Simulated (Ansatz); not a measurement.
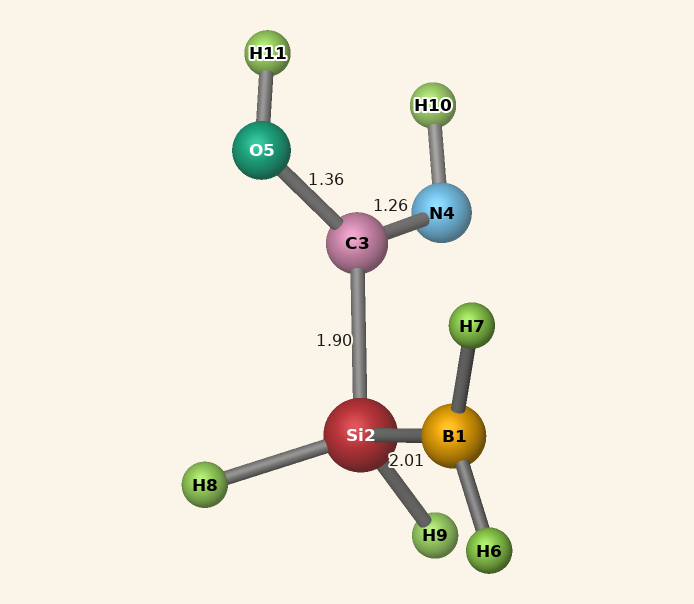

The numbers beside the sticks are distances in Å. Sticks don't show bond order. The geometry was computed by an optimisation with PBE0-D4/def2-TZVP. No frequency run is at hand to confirm it as a minimum.

### Assign a bond order to each marked bond.

B1–Si2 single; Si2–C3 single; C3–N4 double; C3–O5 single.

### Write the SMILES.

[H]/N=C(\O)[SiH2]B
